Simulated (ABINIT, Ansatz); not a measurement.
# How the form of the self-energy moves the gap of MgTiF6 (R-3)

How much does the gap of MgTiF6 (R-3) depend on the approximation to the self-energy?

Main program and level: ABINIT 10.8.3; PBEsol and many-body steps on it, plane waves.

### Step 1. The starting structure

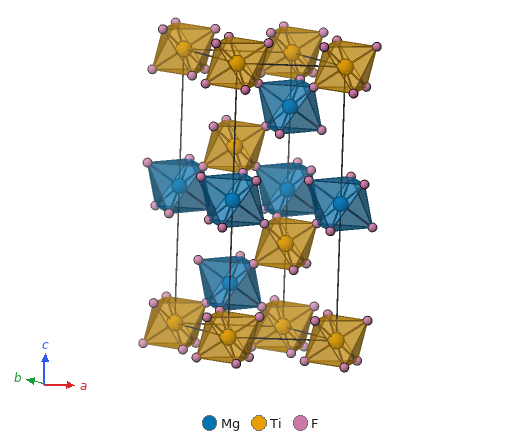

Start, viewed slightly off an axis; magnesium blue, titanium orange, fluorine pink. This picture shows the conventional cell, with its axes. Some periodic images of atoms are drawn too.

The cell and positions are those that the Materials Project relaxed with its own functionals (PBE, PBE+U or r2SCAN), kept fixed.

### Step 2. Empty states on the mesh, 2×2×2 mesh, 222 bands

This step: ABINIT 10.8.3; DFT, PBEsol, plane waves, norm-conserving pseudopotentials.

The sums over transitions need many empty states on a uniform mesh; this step solves for them.

File run.abi:

```
acell 3*1.0 Angstrom
rprim 
  2.608280093927 1.505891214373 4.444507563992
  -2.608280093927 1.505891214373 4.444507563992
  0.000000000000 -3.011782428679 4.444507564015
ntypat 3
znucl 12 22 9
natom 8
typat 1 2 3 3 3 3 3 3
xred 
  0.500000000000 0.500000000000 0.500000000000
  0.000000000000 -0.000000000000 -0.000000000000
  0.671617650000 0.842455580000 0.242244330000
  0.842455580000 0.242244330000 0.671617650000
  0.757755670000 0.328382350000 0.157544420000
  0.157544420000 0.757755670000 0.328382350000
  0.328382350000 0.157544420000 0.757755670000
  0.242244330000 0.671617650000 0.842455580000
pp_dirpath "pseudos"
pseudos "Mg.upf, Ti.upf, F.upf"
ecut 38
ngkpt 2 2 2
nshiftk 1
shiftk 0 0 0
kptopt 1
chksymbreak 0
iscf -2
irdden 1
istwfk *1
nband 222
nbdbuf 20
tolwfr 1e-09
nstep 60
prtvol 0
indata_prefix "in"
outdata_prefix "out"
tmpdata_prefix "tmp"
```

Launch:

```
$ OMP_NUM_THREADS=1 mpirun -n 4 abinit run.abi > log
```

Numbers of over 12 decimals in the logs are rounded to 6 here.

Log:

```text
.Version 10.8.3 of ABINIT. v10.8.2 released Aug 2026.

 Symmetries : space group R-3 (#148); Bravais hR (rhombohedral)
[... echo of the input left out ...]
== DATASET  1 ==================================================================
-   mpi_nproc: 4, omp_nthreads: 1 (-1 if OMP is not activated)

--- !DatasetInfo
iteration_state: {dtset: 1, }
dimensions: {natom: 8, nkpt: 4, mband: 222, nsppol: 1, nspinor: 1, nspden: 1, mpw: 7942, }
cutoff_energies: {ecut:  38.0, pawecutdg:  -1.0, }
[...]
2.84834    2.85325    2.85325    2.88793    2.91379    2.91565    2.91565    2.94977
   2.96200    2.99595    2.99595    3.02500    3.04034    3.04038    3.06111    3.06117
   3.08039    3.08082    3.08447    3.09102    3.09202    3.12379
 prteigrs : prtvol=0 or 1, do not print more k-points.

== END DATASET(S) ==============================================================
================================================================================

 -outvars: echo values of variables after computation  --------
            nband         222
             nkpt           4
          spgroup         148
 [... the other variables as echoed above ...]

 Calculation completed.
```

It took 2.6 min on 4 MPI ranks of Intel Xeon Platinum 8259CL at 2.50GHz (Skylake/Cascade Lake), shared host; peak memory 0.56 GiB.

Numbers from this step:

* gap: 4.879 eV
* k of the valence top: 0, 0, 0
* k of the conduction bottom: 0.5, 0.5, 0
* least direct gap: 4.888 eV
* k points computed: 4
* lowest point of the top converged band, above the valence top: 78.2216 eV

On this mesh the gap is 4.879 eV.

The density comes from a self-consistent run that is not shown.

### Step 3. Screening, 2×2×2 mesh, 101 bands, screening to 114.3 eV

The RPA dielectric matrix is built and inverted for each q.

This step: RPA screening on PBEsol, plane waves, norm-conserving pseudopotentials.

Edit run.abi of step 2 so:

```diff
@@ -26,10 +26,11 @@
 chksymbreak 0
-iscf -2
-irdden 1
 istwfk *1
-nband 222
-nbdbuf 20
-tolwfr 1e-09
-nstep 60
-prtvol 0
+occopt 1
+irdwfk 1
+optdriver 3
+nband 101
+ecuteps 4.2
+inclvkb 2
+awtr 1
+symchi 1
 indata_prefix "in"
```

Log:

```text
.Version 10.8.3 of ABINIT. v10.8.2 released Aug 2026.

 Symmetries : space group R-3 (#148); Bravais hR (rhombohedral)
[... echo of the input left out ...]
== DATASET  1 ==================================================================
-   mpi_nproc: 4, omp_nthreads: 1 (-1 if OMP is not activated)

--- !DatasetInfo
iteration_state: {dtset: 1, }
dimensions: {natom: 8, nkpt: 4, mband: 101, nsppol: 1, nspinor: 1, nspden: 1, mpw: 7942, }
cutoff_energies: {ecut:  38.0, pawecutdg:  -1.0, }
electrons: {nelect:   6.40000000E+01, charge:   0.00000000E+00, occopt:   1.00000000E+00, tsmear:   1.00000000E-02, }

 SCREENING: Calculation of the susceptibility and dielectric matrices

 Based on a program developped by R.W. Godby, V. Olevano, G. Onida, and L. Reining.
 Incorporated in ABINIT by V. Olevano, G.-M. Rignanese, and M. Torrent.
.Using double precision arithmetic ; gwpc =  8

[... cell and pseudopotentials left out ...]
--------------------------------------------------------------------------------

 ==== K-mesh for the wavefunctions ====
 Number of points in the irreducible wedge :     4
[... list of points left out ...]
 Together with  6 symmetry operations and time-reversal symmetry
 yields     8 points in the full Brillouin Zone.

 ==== Q-mesh for the screening function ====
 Number of points in the irreducible wedge :     4
[... list of points left out ...]
 Together with  6 symmetry operations and time-reversal symmetry
 yields     8 points in the full Brillouin Zone.

 setmesh: FFT mesh size selected  =    40x   40x   40
          total number of points  =        64000

 vcoul_init : cutoff-mode = AUXILIARY_FUNCTION
 q-points for optical limit:   1
     1)      0.000010    0.000020    0.000030

- screening: taking advantage of time-reversal symmetry
- Maximum band index for partially occupied states nbvw = 32
- Remaining bands to be divided among processors   nbcw = 69
- Number of bands treated by each node ~17

 Number of electrons calculated from density =   64.0000; Expected =   64.0000
 average of density, n =  0.090544
 r_s =    1.3815
 omega_plasma =   29.0259 [eV]

 calculating chi0 at frequencies [eV] :
  1    0.000000E+00    0.000000E+00
  2    0.000000E+00    2.902592E+01

--------------------------------------------------------------------------------
  q-point number  1        q = ( 0.000000, 0.000000, 0.000000) [r.l.u.]
--------------------------------------------------------------------------------
[... chi0 elements left out ...]
 For q-point:  0.000010 0.000020 0.000030
  dielectric constant =   2.2834
  dielectric constant without local fields =   2.6485

  Average fulfillment of the sum rule on Im[epsilon] for q-point    1 :     33.09  [%]
[... wings left out ...]
  q-point number  2        q = ( 0.500000, 0.000000, 0.000000) [r.l.u.]
--------------------------------------------------------------------------------
[... chi0 elements left out ...]
  Average fulfillment of the sum rule on Im[epsilon] for q-point    2 :     38.86  [%]

 [... 2 further q-points ...]
```

It took 68 s on 4 MPI ranks; peak memory 1.4 GiB.

This step gave:

```yaml
eps_infinity_with_local_fields_on_this_mesh_along_the_program_s_q_direction: 2.283
the_same_without_local_fields: 2.648
plasma_frequency: 29.03 eV
plane_waves_in_the_screening_matrix: 295
```

Local fields lower ε∞ by 14 %. On a Γ-centred mesh this coarse the value itself is usually too large, while a short band sum pulls it down.

### Step 4. G0W0, Godby-Needs plasmon pole

The self-energy is evaluated for the states that the input lists, and the levels follow from it, in one-shot runs by the linearised quasiparticle equation.

This step: G0W0 on PBEsol, plane waves, norm-conserving pseudopotentials.

Edit run.abi of step 3 so:

```diff
@@ -29,8 +29,17 @@
 irdwfk 1
-optdriver 3
+optdriver 4
 nband 101
+gwcalctyp 0
+ecutsigx 38
+symsigma 1
+nkptgw 2
+kptgw 
+  0.0000000000 0.0000000000 0.0000000000
+  0.5000000000 0.5000000000 0.0000000000
+bdgw 
+  31 35
+  31 34
 ecuteps 4.2
-inclvkb 2
-awtr 1
-symchi 1
+irdscr 1
+ppmodel 1
 indata_prefix "in"
```

Log:

```text
.Version 10.8.3 of ABINIT. v10.8.2 released Aug 2026.

 Symmetries : space group R-3 (#148); Bravais hR (rhombohedral)
[... echo of the input left out ...]
== DATASET  1 ==================================================================
-   mpi_nproc: 4, omp_nthreads: 1 (-1 if OMP is not activated)

--- !DatasetInfo
iteration_state: {dtset: 1, }
dimensions: {natom: 8, nkpt: 4, mband: 101, nsppol: 1, nspinor: 1, nspden: 1, mpw: 7942, }
cutoff_energies: {ecut:  38.0, pawecutdg:  -1.0, }
electrons: {nelect:   6.40000000E+01, charge:   0.00000000E+00, occopt:   1.00000000E+00, tsmear:   1.00000000E-02, }

 SIGMA: Calculation of the GW corrections

 Based on a program developped by R.W. Godby, V. Olevano, G. Onida, and L. Reining.
 Incorporated in ABINIT by V. Olevano, G.-M. Rignanese, and M. Torrent.
.Using double precision arithmetic ; gwpc =  8

[... cell and pseudopotentials left out ...]
--------------------------------------------------------------------------------

 ==== K-mesh for the wavefunctions ====
 Number of points in the irreducible wedge :     4
[... list of points left out ...]
 Together with  6 symmetry operations and time-reversal symmetry
 yields     8 points in the full Brillouin Zone.

 ==== Q-mesh for screening function ====
 Number of points in the irreducible wedge :     4
[... list of points left out ...]
 Together with  6 symmetry operations and time-reversal symmetry
 yields     8 points in the full Brillouin Zone.

 vcoul_init : cutoff-mode = AUXILIARY_FUNCTION
 q-points for optical limit:   1
     1)      0.000010    0.000020    0.000030
 setmesh: FFT mesh size selected  =    60x   60x   60
          total number of points  =       216000

 Number of electrons calculated from density =   64.0000; Expected =   64.0000
 average of density, n =  0.090544
 r_s =    1.3815
 omega_plasma =   29.0259 [eV]

 === KS Band Gaps ===
  >>>> For spin  1
   Minimum direct gap =   4.8876 [eV], located at k-point      :   0.0000  0.0000  0.0000
   Fundamental gap    =   4.8790 [eV], Top of valence bands at :   0.0000  0.0000  0.0000
                                       Bottom of conduction at :   0.5000  0.5000  0.0000
 SIGMA fundamental parameters:
 PLASMON POLE MODEL  1
 number of plane-waves for SigmaX                 7895
 number of plane-waves for SigmaC and W            295
 number of plane-waves for wavefunctions          7895
 number of bands                                   101
 number of independent spin polarizations            1
 number of spinorial components                      1
 number of k-points in IBZ                           4
 number of q-points in IBZ                           4
 number of symmetry operations                       6
 number of k-points in BZ                            8
 number of q-points in BZ                            8
 number of frequencies for dSigma/dE                 9
 frequency step for dSigma/dE [eV]                0.25
 number of omega for Sigma on real axis              0
 max omega for Sigma on real axis  [eV]           0.00
 zcut for avoiding poles [eV]                     0.10

 EPSILON^-1 parameters (SCR file):
 dimension of the eps^-1 matrix on file            295
 dimension of the eps^-1 matrix used               295
 number of plane-waves for wavefunctions          7895
 number of bands                                   101
 number of q-points in IBZ                           4
 number of frequencies                               2
 number of real frequencies                          1
 number of imag frequencies                          1

 matrix elements of self-energy operator (all in [eV])

 Perturbative Calculation

--- !SelfEnergy_ee
iteration_state: {dtset: 1, }
kpoint     : [   0.000,    0.000,    0.000, ]
spin       : 1
KS_gap     :    4.888
QP_gap     :    9.655
Delta_QP_KS:    4.768
data: !SigmaeeData |
     Band     E0 <VxcDFT>   SigX SigC(E0)      Z dSigC/dE  Sig(E)    E-E0       E
       31  -1.679 -22.824 -30.081   5.558   0.797  -0.255 -24.177  -1.353  -3.032
       32  -1.679 -22.824 -30.081   5.558   0.797  -0.255 -24.177  -1.353  -3.032
       33   3.208 -21.497 -13.050  -4.173   0.799  -0.251 -18.082   3.415   6.623
       34   3.208 -21.497 -13.050  -4.173   0.799  -0.251 -18.082   3.415   6.623
       35   3.209 -21.446 -13.050  -4.173   0.799  -0.251 -18.072   3.375   6.584

--- !SelfEnergy_ee
iteration_state: {dtset: 1, }
kpoint     : [   0.500,    0.500,    0.000, ]
spin       : 1
KS_gap     :    4.926
QP_gap     :    9.683
Delta_QP_KS:    4.757
data: !SigmaeeData |
     Band     E0 <VxcDFT>   SigX SigC(E0)      Z dSigC/dE  Sig(E)    E-E0       E
       31  -2.102 -22.596 -29.777   5.458   0.797  -0.255 -23.969  -1.374  -3.476
       32  -1.726 -22.772 -30.013   5.540   0.796  -0.256 -24.127  -1.355  -3.081
       33   3.200 -21.436 -12.964  -4.212   0.799  -0.252 -18.033   3.402   6.602
       34   3.298 -21.784 -13.541  -4.006   0.800  -0.251 -18.396   3.388   6.686

== END DATASET(S) ==============================================================
================================================================================

 -outvars: echo values of variables after computation  --------
           etotal      0.0000000000E+00
            nband         101
             nkpt           4
          spgroup         148
 [... the other variables as echoed above ...]

 Calculation completed.
```

Elapsed: 20 s, on 4 MPI ranks; peak memory 1.1 GiB; 77 s of CPU time.

This step gave:

```yaml
g0w0_gap_on_the_points_computed: 9.616 eV
starting_gap_on_the_mesh: 4.879 eV
k_of_the_valence_top: 0, 0, 0
k_of_the_conduction_bottom: 0, 0, 0
z_at_the_valence_top: 0.797
z_at_the_conduction_bottom: 0.799
least_direct_g0w0_gap_on_the_computed_points: 9.616 eV
```

The gap on the mesh goes from 4.88 eV to 9.62 eV, a correction of +4.74 eV.

### Step 5. G0W0, von der Linden-Horsch plasmon pole

Edit run.abi of step 4 so:

```diff
@@ -43,3 +43,3 @@
 irdscr 1
-ppmodel 1
+ppmodel 3
 indata_prefix "in"
```

Log:

```text
.Version 10.8.3 of ABINIT. v10.8.2 released Aug 2026.

 Symmetries : space group R-3 (#148); Bravais hR (rhombohedral)
[... echo of the input left out ...]
== DATASET  1 ==================================================================
-   mpi_nproc: 4, omp_nthreads: 1 (-1 if OMP is not activated)

--- !DatasetInfo
iteration_state: {dtset: 1, }
dimensions: {natom: 8, nkpt: 4, mband: 101, nsppol: 1, nspinor: 1, nspden: 1, mpw: 7942, }
cutoff_energies: {ecut:  38.0, pawecutdg:  -1.0, }
electrons: {nelect:   6.40000000E+01, charge:   0.00000000E+00, occopt:   1.00000000E+00, tsmear:   1.00000000E-02, }

 SIGMA: Calculation of the GW corrections

 Based on a program developped by R.W. Godby, V. Olevano, G. Onida, and L. Reining.
 Incorporated in ABINIT by V. Olevano, G.-M. Rignanese, and M. Torrent.
.Using double precision arithmetic ; gwpc =  8

[... cell and pseudopotentials left out ...]
--------------------------------------------------------------------------------

 ==== K-mesh for the wavefunctions ====
 Number of points in the irreducible wedge :     4
[... list of points left out ...]
 Together with  6 symmetry operations and time-reversal symmetry
 yields     8 points in the full Brillouin Zone.

 ==== Q-mesh for screening function ====
 Number of points in the irreducible wedge :     4
[... list of points left out ...]
 Together with  6 symmetry operations and time-reversal symmetry
 yields     8 points in the full Brillouin Zone.

 vcoul_init : cutoff-mode = AUXILIARY_FUNCTION
 q-points for optical limit:   1
     1)      0.000010    0.000020    0.000030
 setmesh: FFT mesh size selected  =    60x   60x   60
          total number of points  =       216000

 Number of electrons calculated from density =   64.0000; Expected =   64.0000
[...]
number of omega for Sigma on real axis              0
 max omega for Sigma on real axis  [eV]           0.00
 zcut for avoiding poles [eV]                     0.10

 EPSILON^-1 parameters (SCR file):
 dimension of the eps^-1 matrix on file            295
 dimension of the eps^-1 matrix used               295
 number of plane-waves for wavefunctions          7895
 number of bands                                   101
 number of q-points in IBZ                           4
 number of frequencies                               2
 number of real frequencies                          1
 number of imag frequencies                          1

 matrix elements of self-energy operator (all in [eV])

 Perturbative Calculation

--- !SelfEnergy_ee
iteration_state: {dtset: 1, }
kpoint     : [   0.000,    0.000,    0.000, ]
spin       : 1
KS_gap     :    4.888
QP_gap     :   10.318
Delta_QP_KS:    5.430
data: !SigmaeeData |
     Band     E0 <VxcDFT>   SigX SigC(E0)      Z dSigC/dE  Sig(E)    E-E0       E
       31  -1.679 -22.824 -30.081   5.533   0.888  -0.126 -24.355  -1.532  -3.211
       32  -1.679 -22.824 -30.081   5.533   0.888  -0.126 -24.355  -1.532  -3.211
       33   3.208 -21.497 -13.050  -4.070   0.891  -0.122 -17.598   3.899   7.107
[...]
--- !SelfEnergy_ee
iteration_state: {dtset: 1, }
kpoint     : [   0.500,    0.500,    0.000, ]
spin       : 1
KS_gap     :    4.926
QP_gap     :   10.348
Delta_QP_KS:    5.423
data: !SigmaeeData |
     Band     E0 <VxcDFT>   SigX SigC(E0)      Z dSigC/dE  Sig(E)    E-E0       E
[...]
33   3.200 -21.436 -12.964  -4.111   0.891  -0.122 -17.550   3.885   7.085
       34   3.298 -21.784 -13.541  -3.887   0.890  -0.123 -17.906   3.878   7.176

== END DATASET(S) ==============================================================
================================================================================

 -outvars: echo values of variables after computation  --------
           etotal      0.0000000000E+00
            nband         101
             nkpt           4
          spgroup         148
 [... the other variables as echoed above ...]

 Calculation completed.
```

It took 15 s on 4 MPI ranks; peak memory 1.1 GiB.

This step gave:

- G0W0 gap on the points computed: 10.27 eV
- starting gap on the mesh: 4.879 eV
- k of the valence top: 0, 0, 0
- k of the conduction bottom: 0, 0, 0
- Z at the valence top: 0.888
- Z at the conduction bottom: 0.891
- least direct G0W0 gap on the computed points: 10.27 eV

Against G0W0 in ABINIT (2×2×2 mesh, 101 bands, screening to 114.3 eV, Godby-Needs plasmon pole), the gap moves by +0.658 eV.

### Step 6. G0W0, Engel-Farid plasmon pole

Edit run.abi of step 5 so:

```diff
@@ -43,3 +43,3 @@
 irdscr 1
-ppmodel 3
+ppmodel 4
 indata_prefix "in"
```

Log:

```text
.Version 10.8.3 of ABINIT. v10.8.2 released Aug 2026.

 Symmetries : space group R-3 (#148); Bravais hR (rhombohedral)
[... echo of the input left out ...]
== DATASET  1 ==================================================================
-   mpi_nproc: 4, omp_nthreads: 1 (-1 if OMP is not activated)

--- !DatasetInfo
iteration_state: {dtset: 1, }
dimensions: {natom: 8, nkpt: 4, mband: 101, nsppol: 1, nspinor: 1, nspden: 1, mpw: 7942, }
cutoff_energies: {ecut:  38.0, pawecutdg:  -1.0, }
[...]
Band     E0 <VxcDFT>   SigX SigC(E0)      Z dSigC/dE  Sig(E)    E-E0       E
[...]
33   3.200 -21.436 -12.964  -4.085   0.839  -0.192 -17.756   3.680   6.879
       34   3.298 -21.784 -13.541  -3.875   0.838  -0.194 -18.125   3.659   6.957

== END DATASET(S) ==============================================================
================================================================================

 -outvars: echo values of variables after computation  --------
           etotal      0.0000000000E+00
            nband         101
             nkpt           4
          spgroup         148
 [... the other variables as echoed above ...]

 Calculation completed.
```

The job ended after 16 s (4 MPI ranks; peak memory 1.1 GiB).

Numbers from this step:

- G0W0 gap on the points computed: 9.916 eV
- starting gap on the mesh: 4.879 eV
- k of the valence top: 0, 0, 0
- k of the conduction bottom: 0, 0, 0
- least direct G0W0 gap on the computed points: 9.916 eV

Against G0W0 in ABINIT (2×2×2 mesh, 101 bands, screening to 114.3 eV, Godby-Needs plasmon pole), the gap moves by +0.300 eV.

[end of part 1 of 2]

[Paths, hosts, dates, memory and timing lines, banners, echoed tables and standing remarks are left out of the program output.]

[Logs are printed without paths, hosts, clocks, repeated set-up lines and the standing remarks that a program may print on its own settings, such as how far it seeks lower states.]

[Runs of the session that timed out or met a known fault of the program may be left out.]

[Hosts, paths, dates, database ids (printed as entryN), source tags and the programs' standing remarks are cut or masked in the printed files.]

[G0W0 gaps are taken among the corrected bands and points alone; a level outside them can change the order at an edge.]

[Where Ansatz stands beside ABINIT at settings called matched, ABINIT's density can come from a denser mesh and the files from another edition; pairs whose starting gaps differed by over 0.03 eV were left out, so agreement reads better than it is.]
